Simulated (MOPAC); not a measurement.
# Run report: SnH2SeClF, geometry relaxation (part 3 of 3)

Continued. System: SnH2SeClF, SMILES [F][SnH]([Cl])[SeH]. Method: PM6-DH2X, closed shell, dispersion DH2X, in an applied electric field (MOPAC 23.2.5). The geometry comes from this level: GFN2-xTB.

### Trajectory as extended XYZ, continued
```
6
Properties=species:S:1:pos:R:3:forces:R:3 step=40 energy=-4.18967
F    -0.4676    0.2398   -1.7874    0.0111  -0.0310  -0.0103
Sn    0.4081    0.4658   -0.0331   -0.0061  -0.0046  -0.0225
Cl    2.4936   -0.5545   -0.2565    0.0055   0.0066   0.0242
Se   -0.9388   -1.0910    1.4665   -0.0123   0.0272   0.0083
H     0.5840    2.1014    0.3298   -0.0008   0.0008  -0.0070
H    -1.2881   -1.9443    0.3159    0.0026   0.0010   0.0072
6
Properties=species:S:1:pos:R:3:forces:R:3 step=41 energy=-4.18967
F    -0.4676    0.2397   -1.7873    0.0107  -0.0309  -0.0110
Sn    0.4081    0.4658   -0.0330   -0.0058  -0.0034  -0.0219
Cl    2.4935   -0.5545   -0.2566    0.0061   0.0062   0.0243
Se   -0.9388   -1.0910    1.4664   -0.0112   0.0296   0.0114
H     0.5843    2.1014    0.3297   -0.0012   0.0000  -0.0071
H    -1.2874   -1.9444    0.3159    0.0014  -0.0015   0.0043
6
Properties=species:S:1:pos:R:3:forces:R:3 step=42 energy=-4.18967
F    -0.4666    0.2396   -1.7875    0.0097  -0.0300  -0.0112
Sn    0.4079    0.4660   -0.0327   -0.0056  -0.0036  -0.0222
Cl    2.4929   -0.5546   -0.2575    0.0073   0.0052   0.0250
Se   -0.9394   -1.0907    1.4665   -0.0084   0.0348   0.0190
H     0.5851    2.1014    0.3307   -0.0023  -0.0003  -0.0074
H    -1.2829   -1.9474    0.3174   -0.0007  -0.0061  -0.0032
6
Properties=species:S:1:pos:R:3:forces:R:3 step=43 energy=-4.18967
F    -0.4682    0.2404   -1.7874    0.0123  -0.0323  -0.0099
Sn    0.4082    0.4649   -0.0332   -0.0047  -0.0040  -0.0223
Cl    2.4948   -0.5536   -0.2570    0.0014   0.0058   0.0246
Se   -0.9397   -1.0906    1.4667   -0.0124   0.0205  -0.0010
H     0.5850    2.1002    0.3303   -0.0013   0.0026  -0.0066
H    -1.2873   -1.9460    0.3166    0.0048   0.0074   0.0152
6
Properties=species:S:1:pos:R:3:forces:R:3 step=44 energy=-4.18968
F    -0.4668    0.2399   -1.7875    0.0100  -0.0305  -0.0108
Sn    0.4080    0.4656   -0.0328   -0.0048  -0.0043  -0.0221
Cl    2.4935   -0.5542   -0.2576    0.0053   0.0052   0.0252
Se   -0.9397   -1.0906    1.4666   -0.0097   0.0296   0.0114
H     0.5852    2.1009    0.3308   -0.0022   0.0009  -0.0072
H    -1.2835   -1.9477    0.3174    0.0014  -0.0010   0.0035
6
Properties=species:S:1:pos:R:3:forces:R:3 step=45 energy=-4.18968
F    -0.4666    0.2400   -1.7876    0.0100  -0.0307  -0.0110
Sn    0.4080    0.4656   -0.0328   -0.0047  -0.0037  -0.0219
Cl    2.4935   -0.5542   -0.2578    0.0051   0.0049   0.0253
Se   -0.9399   -1.0905    1.4667   -0.0092   0.0297   0.0114
H     0.5855    2.1008    0.3310   -0.0025   0.0009  -0.0072
H    -1.2821   -1.9487    0.3179    0.0012  -0.0011   0.0033
6
Properties=species:S:1:pos:R:3:forces:R:3 step=46 energy=-4.18968
F    -0.4663    0.2399   -1.7877    0.0097  -0.0305  -0.0109
Sn    0.4079    0.4656   -0.0327   -0.0045  -0.0044  -0.0220
Cl    2.4934   -0.5543   -0.2580    0.0052   0.0050   0.0255
Se   -0.9399   -1.0905    1.4667   -0.0095   0.0293   0.0106
H     0.5854    2.1009    0.3312   -0.0025   0.0011  -0.0072
H    -1.2820   -1.9488    0.3179    0.0016  -0.0005   0.0040
6
Properties=species:S:1:pos:R:3:forces:R:3 step=47 energy=-4.18968
F    -0.4666    0.2401   -1.7876    0.0101  -0.0307  -0.0109
Sn    0.4080    0.4656   -0.0327   -0.0046  -0.0036  -0.0220
Cl    2.4935   -0.5543   -0.2579    0.0050   0.0049   0.0254
Se   -0.9400   -1.0905    1.4667   -0.0090   0.0300   0.0120
H     0.5856    2.1008    0.3311   -0.0026   0.0008  -0.0072
H    -1.2815   -1.9491    0.3180    0.0011  -0.0015   0.0028
6
Properties=species:S:1:pos:R:3:forces:R:3 step=48 energy=-4.18968
F    -0.4655    0.2397   -1.7879    0.0088  -0.0301  -0.0110
Sn    0.4078    0.4658   -0.0325   -0.0044  -0.0062  -0.0221
Cl    2.4930   -0.5544   -0.2584    0.0057   0.0053   0.0260
Se   -0.9399   -1.0905    1.4668   -0.0104   0.0274   0.0074
H     0.5850    2.1010    0.3315   -0.0023   0.0018  -0.0072
H    -1.2818   -1.9491    0.3179    0.0025   0.0018   0.0070
6
Properties=species:S:1:pos:R:3:forces:R:3 step=49 energy=-4.18962
F    -0.4721    0.2418   -1.7863    0.0166  -0.0335  -0.0101
Sn    0.4087    0.4643   -0.0339   -0.0054   0.0089  -0.0217
Cl    2.4960   -0.5534   -0.2552    0.0013   0.0031   0.0219
Se   -0.9401   -1.0903    1.4659   -0.0023   0.0431   0.0349
H     0.5882    2.0998    0.3287   -0.0039  -0.0040  -0.0071
H    -1.2824   -1.9476    0.3181   -0.0063  -0.0175  -0.0179
6
Properties=species:S:1:pos:R:3:forces:R:3 step=50 energy=-4.18968
F    -0.4664    0.2399   -1.7876    0.0097  -0.0305  -0.0109
Sn    0.4079    0.4656   -0.0327   -0.0043  -0.0042  -0.0218
Cl    2.4934   -0.5542   -0.2579    0.0051   0.0050   0.0253
Se   -0.9399   -1.0905    1.4667   -0.0095   0.0295   0.0109
H     0.5854    2.1008    0.3311   -0.0026   0.0010  -0.0072
H    -1.2823   -1.9486    0.3178    0.0015  -0.0008   0.0037
6
Properties=species:S:1:pos:R:3:forces:R:3 step=51 energy=-4.18968
F    -0.4663    0.2400   -1.7877    0.0097  -0.0306  -0.0109
Sn    0.4079    0.4656   -0.0327   -0.0045  -0.0040  -0.0221
Cl    2.4933   -0.5543   -0.2581    0.0051   0.0050   0.0256
Se   -0.9401   -1.0904    1.4667   -0.0091   0.0295   0.0112
H     0.5854    2.1008    0.3312   -0.0024   0.0010  -0.0072
H    -1.2810   -1.9495    0.3181    0.0012  -0.0009   0.0034
6
Properties=species:S:1:pos:R:3:forces:R:3 step=52 energy=-4.18968
F    -0.4665    0.2400   -1.7876    0.0099  -0.0306  -0.0110
Sn    0.4079    0.4656   -0.0327   -0.0047  -0.0041  -0.0220
Cl    2.4934   -0.5543   -0.2579    0.0051   0.0050   0.0254
Se   -0.9399   -1.0905    1.4667   -0.0094   0.0295   0.0110
H     0.5854    2.1008    0.3311   -0.0024   0.0010  -0.0072
H    -1.2819   -1.9489    0.3179    0.0014  -0.0008   0.0037
6
Properties=species:S:1:pos:R:3:forces:R:3 step=53 energy=-4.18968
F    -0.4663    0.2400   -1.7877    0.0097  -0.0306  -0.0109
Sn    0.4079    0.4656   -0.0327   -0.0044  -0.0040  -0.0221
Cl    2.4933   -0.5543   -0.2580    0.0052   0.0050   0.0255
Se   -0.9400   -1.0905    1.4667   -0.0093   0.0295   0.0112
H     0.5855    2.1008    0.3312   -0.0025   0.0009  -0.0072
H    -1.2812   -1.9493    0.3181    0.0013  -0.0009   0.0035
6
Properties=species:S:1:pos:R:3:forces:R:3 step=54 energy=-4.18968
F    -0.4666    0.2399   -1.7876    0.0101  -0.0306  -0.0110
Sn    0.4080    0.4656   -0.0327   -0.0049  -0.0044  -0.0219
Cl    2.4935   -0.5542   -0.2579    0.0051   0.0051   0.0254
Se   -0.9399   -1.0905    1.4667   -0.0094   0.0294   0.0108
H     0.5853    2.1008    0.3310   -0.0023   0.0012  -0.0072
H    -1.2824   -1.9485    0.3177    0.0015  -0.0007   0.0039
6
Properties=species:S:1:pos:R:3:forces:R:3 step=55 energy=-4.18968
F    -0.4656    0.2402   -1.7880    0.0090  -0.0304  -0.0104
Sn    0.4077    0.4657   -0.0326   -0.0032  -0.0031  -0.0227
Cl    2.4929   -0.5545   -0.2584    0.0055   0.0047   0.0260
Se   -0.9402   -1.0903    1.4668   -0.0091   0.0299   0.0121
H     0.5859    2.1008    0.3316   -0.0032   0.0002  -0.0075
H    -1.2786   -1.9512    0.3190    0.0010  -0.0013   0.0025
6
Properties=species:S:1:pos:R:3:forces:R:3 step=56 energy=-4.18962
F    -0.4717    0.2383   -1.7852    0.0151  -0.0316  -0.0134
Sn    0.4094    0.4651   -0.0337   -0.0134  -0.0110  -0.0184
Cl    2.4962   -0.5529   -0.2550    0.0030   0.0073   0.0226
Se   -0.9385   -1.0915    1.4658   -0.0122   0.0234  -0.0010
H     0.5827    2.1010    0.3279    0.0022   0.0061  -0.0058
H    -1.3018   -1.9347    0.3115    0.0052   0.0058   0.0159
6
Properties=species:S:1:pos:R:3:forces:R:3 step=57 energy=-4.18968
F    -0.4664    0.2400   -1.7876    0.0093  -0.0307  -0.0107
Sn    0.4079    0.4656   -0.0327   -0.0041  -0.0040  -0.0224
Cl    2.4934   -0.5543   -0.2579    0.0051   0.0050   0.0256
Se   -0.9400   -1.0905    1.4667   -0.0088   0.0298   0.0117
H     0.5855    2.1008    0.3311   -0.0024   0.0010  -0.0072
H    -1.2817   -1.9490    0.3180    0.0010  -0.0012   0.0029
6
Properties=species:S:1:pos:R:3:forces:R:3 step=58 energy=-4.18968
F    -0.4671    0.2397   -1.7873    0.0105  -0.0305  -0.0112
Sn    0.4081    0.4656   -0.0328   -0.0052  -0.0042  -0.0216
Cl    2.4938   -0.5540   -0.2575    0.0051   0.0050   0.0250
Se   -0.9397   -1.0906    1.4665   -0.0096   0.0297   0.0114
H     0.5855    2.1008    0.3307   -0.0024   0.0009  -0.0073
H    -1.2848   -1.9469    0.3171    0.0016  -0.0009   0.0037
6
Properties=species:S:1:pos:R:3:forces:R:3 step=59 energy=-4.18968
F    -0.4662    0.2401   -1.7877    0.0095  -0.0306  -0.0108
Sn    0.4079    0.4656   -0.0327   -0.0042  -0.0041  -0.0222
Cl    2.4933   -0.5543   -0.2581    0.0051   0.0050   0.0257
Se   -0.9400   -1.0904    1.4667   -0.0091   0.0295   0.0109
H     0.5855    2.1008    0.3312   -0.0025   0.0010  -0.0072
H    -1.2810   -1.9495    0.3182    0.0013  -0.0007   0.0036
6
Properties=species:S:1:pos:R:3:forces:R:3 step=60 energy=-4.18968
F    -0.4672    0.2396   -1.7873    0.0107  -0.0305  -0.0111
Sn    0.4081    0.4656   -0.0328   -0.0053  -0.0041  -0.0217
Cl    2.4938   -0.5540   -0.2575    0.0052   0.0051   0.0250
Se   -0.9397   -1.0907    1.4665   -0.0098   0.0296   0.0115
H     0.5854    2.1009    0.3307   -0.0023   0.0009  -0.0073
H    -1.2850   -1.9467    0.3170    0.0016  -0.0010   0.0037
6
Properties=species:S:1:pos:R:3:forces:R:3 step=61 energy=-4.18966
F    -0.4635    0.2411   -1.7890    0.0068  -0.0309  -0.0102
Sn    0.4073    0.4659   -0.0322   -0.0015  -0.0045  -0.0230
Cl    2.4920   -0.5551   -0.2596    0.0050   0.0048   0.0274
Se   -0.9409   -1.0899    1.4673   -0.0084   0.0281   0.0079
H     0.5856    2.1007    0.3327   -0.0031   0.0015  -0.0070
H    -1.2707   -1.9568    0.3213    0.0013   0.0009   0.0050
```

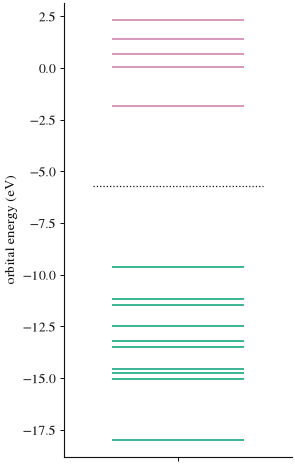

**Figure 1.** Orbital energies near the frontier; the dotted line parts filled from empty levels, and levels within 0.02 eV of each other stand side by side. Highest filled −9.63 eV, lowest empty −1.83 eV, 7.80 eV apart.

The run was set up as follows.

### Input file (mol.mop)
```
PM6-DH2X FIELD=(0,0,0.3) EF GNORM=0.1 CYCLES=200 SINGLET THREADS=1 AUX(PRECISION=6)


F  -0.44760 1  0.17750 1 -1.76510 1
Sn  0.44590 1  0.38380 1  0.00290 1
Cl  2.58130 1 -0.42020 1 -0.29780 1
Se -0.94910 1 -1.14570 1  1.44220 1
H   0.40000 1  2.14140 1  0.13210 1
H  -2.03040 1 -1.13680 1  0.48570 1
```

### File mol.sdf
```

     RDKit          3D

  6  5  0  0  0  0  0  0  0  0999 V2000
   -0.4476    0.1775   -1.7651 F   0  0  0  0  0  0  0  0  0  0  0  0
    0.4459    0.3838    0.0029 Sn  0  0  2  0  0  4  0  0  0  0  0  0
    2.5813   -0.4202   -0.2978 Cl  0  0  0  0  0  0  0  0  0  0  0  0
   -0.9491   -1.1457    1.4422 Se  0  0  0  0  0  2  0  0  0  0  0  0
    0.4000    2.1414    0.1321 H   0  0  0  0  0  0  0  0  0  0  0  0
   -2.0304   -1.1368    0.4857 H   0  0  0  0  0  0  0  0  0  0  0  0
  2  1  1  0
  3  2  1  0
  4  2  1  0
  2  5  1  1
  6  4  1  0
M  END
$$$$
```

Launch command:
```bash
obabel mol.sdf -omop -xk "PM6-DH2X FIELD=(0,0,0.3) EF GNORM=0.1 CYCLES=200 SINGLET THREADS=1 AUX(PRECISION=6)" -O mol.mop
mopac mol.mop
```

### Key numbers

- outcome: converged
- heat of formation: −96.62 kcal/mol
- basis functions: 23
- largest force: 0.033 eV/Å
- HOMO: −9.63 eV
- LUMO: −1.83 eV
- dipole moment: 2.98 D
- hardware: 1 thread of AMD EPYC (Zen 3), 64 GiB of memory available, shared host
- peak memory: 0.12 GiB

Notes on the run: HEAT OF FORMATION IS ESSENTIALLY STATIONARY. MOPAC's energies along a path are heats of formation.
